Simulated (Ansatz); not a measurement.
# Si2H6: single-point calculation

- system: Si2H6 (Si(SiH3)H3)
- method: RKS LC-wPBE/def2-SVPD (Ansatz 0.2.0)

Some settings of this run were made unusual or wrong on purpose. The geometry comes from this level: PBE-D4/def2-TZVP.

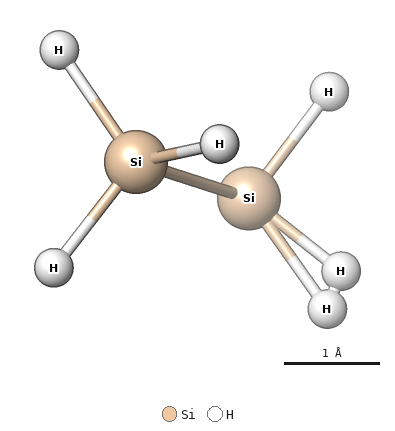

The input geometry (ball-and-stick view, seen at a tilt).

### Input
```yaml
crystal:
  periodic: [false, false, false]
  atoms:
    - {symbol: Si, position_ang: [-0.003259, 0.007443, -1.125888]}
    - {symbol: Si, position_ang: [0.003262, -0.007453, 1.125886]}
    - {symbol: H, position_ang: [0.750964, 1.110717, 1.630682]}
    - {symbol: H, position_ang: [-1.039646, 0.374774, 1.679885]}
    - {symbol: H, position_ang: [-1.339646, 0.074774, 1.629885]}
    - {symbol: H, position_ang: [1.341012, -0.049631, -1.629727]}
    - {symbol: H, position_ang: [-0.625246, 1.206335, -1.615758]}
    - {symbol: H, position_ang: [-0.729872, -1.124468, -1.630849]}
basis:
  gaussian: {orbitals: def2-SVPD}
hamiltonian: {xc: {name: LC-wPBE}}
output: {forces: true}
```

Launched with:
```bash
ansatz run in.yaml --threads 2 --pin off --events-out ev --progress --plain --max-ram 4352MiB
```

### Log
```
Functional definition: LC-wPBE
  name "LC-wPBE"
  cite "Vydrov & Scuseria, J. Chem. Phys. 125, 234109 (2006) doi:10.1063/1.2409292"
  cite "Heyd & Scuseria, J. Chem. Phys. 120, 7274 (2004) doi:10.1063/1.1668634"
  cite "Ernzerhof & Perdew, J. Chem. Phys. 109, 3313 (1998) doi:10.1063/1.476928"
  cite "Perdew, Burke & Ernzerhof, Phys. Rev. Lett. 77, 3865 (1996) doi:10.1103/PhysRevLett.77.3865"
  parent pbe
  parameter omega = 0.4/bohr
  exchange = pbe_x_sr(omega) + exact_x_lr(omega)
  correlation = pbe_c
840 factors; their error is unknown
512 factors; integrals over basis functions are off by at most 9.2e-6 eV
mean field evaluation 1: about -15831.4568 eV, gradient 1.2e1 eV
mean field evaluation 2: about -15832.0913 eV, gradient 2.6e0 eV
mean field evaluation 4: about -15832.1363 eV, gradient 2.0e-1 eV
mean field evaluation 8: about -15832.1243 eV, gradient 2.2e-2 eV
mean field evaluation 16: about -15832.1243 eV, gradient 7.5e-5 eV
mean field -15832.12430131 eV, -581.8198366738 hartree, gradient 7.5e-5 eV, S^2 0.000000; 0 other end points of the search recorded, 0 dependent functions left out
the calculation of the forces begins
reference -15832.12430132 eV, -581.8198366741 hartree; 17, 17 occupied and 79, 79 virtual orbitals, 840 factors
Total energy: -15832.12430132 eV, -581.8198366741 hartree
Atom 0 at    -0.003259     0.007443    -1.125888 Å, force    -0.956952     0.649098     0.344979 eV/Å
Atom 1 at     0.003262    -0.007453     1.125886 Å, force    10.161600    -5.655376    -3.565033 eV/Å
Atom 2 at     0.750964     1.110717     1.630682 Å, force    -0.188210     1.177750     0.536931 eV/Å
Atom 3 at    -1.039646     0.374774     1.679885 Å, force    22.256354    33.429373     8.279224 eV/Å
Atom 4 at    -1.339646     0.074774     1.629885 Å, force   -31.380707   -29.572506    -4.323809 eV/Å
Atom 5 at     1.341012    -0.049631    -1.629727 Å, force     1.106007    -0.065832    -0.070975 eV/Å
Atom 6 at    -0.625246     1.206335    -1.615758 Å, force    -0.456069     0.926324    -0.823387 eV/Å
Atom 7 at    -0.729872    -1.124468    -1.630849 Å, force    -0.542023    -0.888831    -0.377929 eV/Å
Dipole moment:    -0.389010     0.243912     0.075240 e Å
```

### Outcome

| quantity | value |
| --- | --- |
| outcome | converged |
| total energy | −15832.1243 eV |
| SCF solution under orbital rotations | stable |
| largest force (length of the vector) | 43.336 eV/Å |
| dipole moment | 2.23 D |
| hardware | 2 threads of Intel Xeon @ 2.90GHz, 163 GiB of memory available, shared host |
| wall time | 1.6 s (CPU time 2.8 s) |
| peak memory | 0.19 GiB |

### What went wrong

This input holds a deliberate fault: two atoms are placed far too close. The run converged all the same; its numbers are those of the faulty input and shouldn't be used.
